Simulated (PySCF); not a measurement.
Input file:

```
{"job": {"kind": "epr", "basis": "pcH-1"}, "charge": 0, "multiplicity": 2}
C      1.853989     2.343843     0.626100
C      1.657236     1.173401     0.422957
C      1.777573    -0.199258    -0.033594
Si     0.261527    -1.198964     0.582867
Cl     0.262914    -2.953378    -0.396719
O     -1.096399    -0.423322     0.223556
Si    -2.179370     0.684464    -0.300241
H      1.828175    -0.216868    -1.125523
H      2.702818    -0.632726     0.350027
H      0.262034    -1.396071     2.023336
H     -2.843907     1.149092     0.912633
H     -1.433279     1.733763    -0.986326
H     -3.057699    -0.063490    -1.195392
```

Run with:

```sh
OMP_NUM_THREADS=1 python probes_run.py task.json out
```

Geometry: GFN2-xTB.

Theory: UKS B3LYP, pcH-1 on C Cl H O Si, non-relativistic, mean-field spin-orbit, GIAO (PySCF 2.14.0, density-fitted response routines).

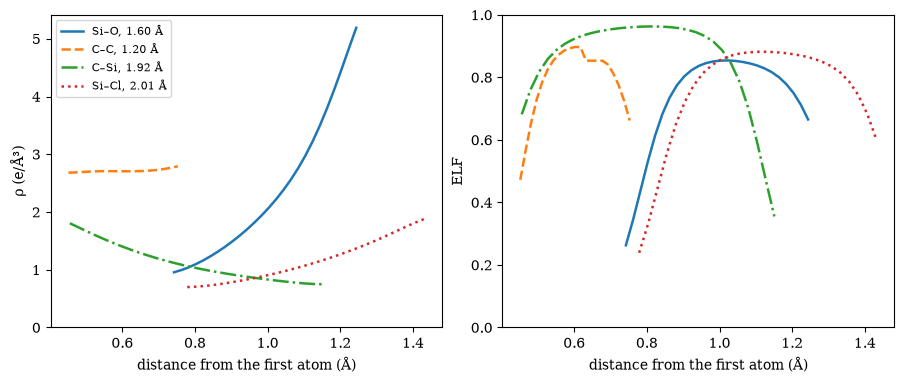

C₃H₆ClOSi₂ (doublet). Electron density and ELF along straight lines between neighbouring atoms. The curves leave out the atomic cores.

Compare the contacts.

Answer. Si–O (1.60 Å): the density is about 1.1 e/Å³ at the midpoint; the ELF peaks at about 0.85 between the atoms: a short, strongly polar bond.
C–C (1.20 Å): the density is about 2.7 e/Å³ at the midpoint; the ELF peaks at about 0.90 between the atoms (a multiple bond).
C–Si (1.92 Å): ρ at the midpoint is about 0.86 e/Å³; the ELF peaks at about 0.95 between the atoms; a covalent bond.
Si–Cl (2.01 Å): the density is about 0.91 e/Å³ at the midpoint; the ELF peaks at about 0.90 between the atoms (a polar covalent bond).
